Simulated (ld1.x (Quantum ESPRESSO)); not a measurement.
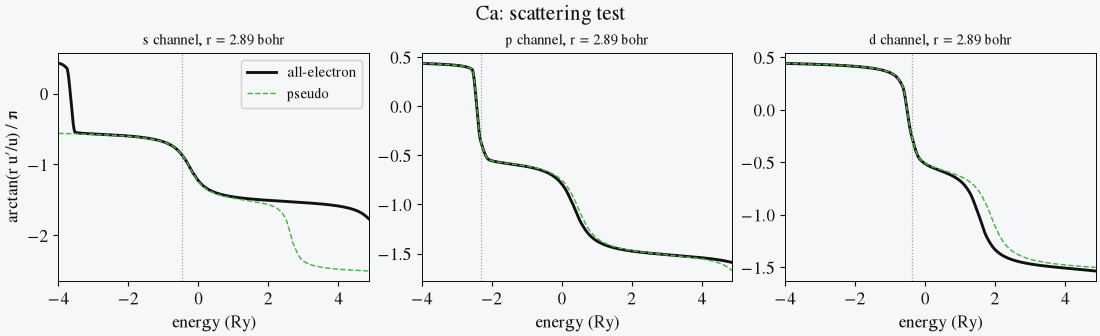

Unwrapped phase arctan(r u′/u) in units of π against energy, all-electron (solid) and pseudo (dashed); the pseudo phase is matched to the all-electron one at the reference energy. Here u = r R(r). A near-vertical step is a level narrower than the spacing of the points behind the curves. The dotted line marks the reference energy of the channel.

Ld1.x (Quantum ESPRESSO) 7.5 input:

```
 &input
   title='Ca', zed=20., rel=1, dft='PZ', iswitch=3,
   config='[Ar] 3d0 4s1.5 4p0'
 /
 &inputp
   pseudotype=2, tm=.true., lloc=2,
   nlcc=.false.
 /
3
4S  1  0   1.50   0.00  2.65  2.65  0.0
3P  2  1   6.00   0.00  1.15  1.15  0.0
3D  3  2   0.00   0.00  2.50  2.50  0.0
 &test
   configts(1)='3p6 3d0 4s1.5 4p0'
 /
```

> Give the range of good agreement (0.05 rad in phase) for each channel.

s: between about -3.5 and 0.8 Ry; p: up to about -0.3 Ry; d: up to about 0.6 Ry.

> Does the potential have spurious states?

Going away from the reference energies, the phases part by more than π/2 in: s at about 2.7 Ry (above its reference energy, pseudo phase lower); s at about -3.7 Ry (below its reference energy, pseudo phase lower, at the 3s core level, which only the all-electron atom has). Such a step is either a state that only one of the two atoms has or an ordinary level shifted in energy. The separate test gives: ghost state below the valence levels: s at -62.4 eV. The bound ghosts lie below the range of the plot.
